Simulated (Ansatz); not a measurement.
# Hypothetical P6_3/mmc PbI2, pressure series

Take PbI₂ in the 2H-MoS2 type structure (space group P6_3/mmc, No. 194; a hypothetical phase, not in the database extracts checked) as the base.

```cif
data_I4Pb2
_chemical_formula_sum 'Pb2 I4'
_space_group_name_H-M_alt 'P 1'
_space_group_IT_number 1
_cell_length_a 4.27317
_cell_length_b 4.27317
_cell_length_c 14.36203
_cell_angle_alpha 90.000
_cell_angle_beta 90.000
_cell_angle_gamma 120.000
loop_
_space_group_symop_operation_xyz
  'x, y, z'
loop_
_atom_site_label
_atom_site_type_symbol
_atom_site_fract_x
_atom_site_fract_y
_atom_site_fract_z
_atom_site_occupancy
Pb1 Pb 0.33333 0.66667 0.25000 1
Pb2 Pb 0.66667 0.33333 0.75000 1
I1 I 0.33333 0.66667 0.60791 1
I2 I 0.66667 0.33333 0.10791 1
I3 I 0.66667 0.33333 0.39209 1
I4 I 0.33333 0.66667 0.89209 1
```

Cell and atoms are relaxed at each pressure.

All numbers come from plane-wave PAW DFT at the PBEsol-D3(BJ) level (Ansatz, an electronic-structure program, 420 eV), spin-orbit coupling left out, earlier PAW set.

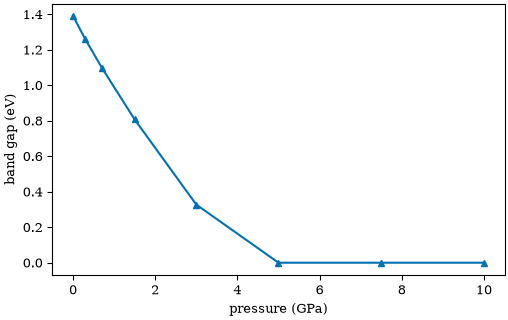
Figure. Band gap against pressure

```csv
pressure (GPa),band gap
0.3,1.26 eV
0.7,1.10 eV
1.5,0.81 eV
3,0.33 eV
5,zero
7.5,zero
10,zero
```

The mesh was chosen for an insulator and is coarse for the gapless case. Spin-orbit coupling, missing from the scalar runs, can matter with I and Pb. Load acts through the strain it causes; cell and atoms are relaxed under it. No phonon test of stability was made. No other phases were tried under pressure. All final runs are without spin polarisation. The zero or small gap of PbI2 under pressure 5 GPa and PbI2 under pressure 7.5 GPa can change with the level of theory.
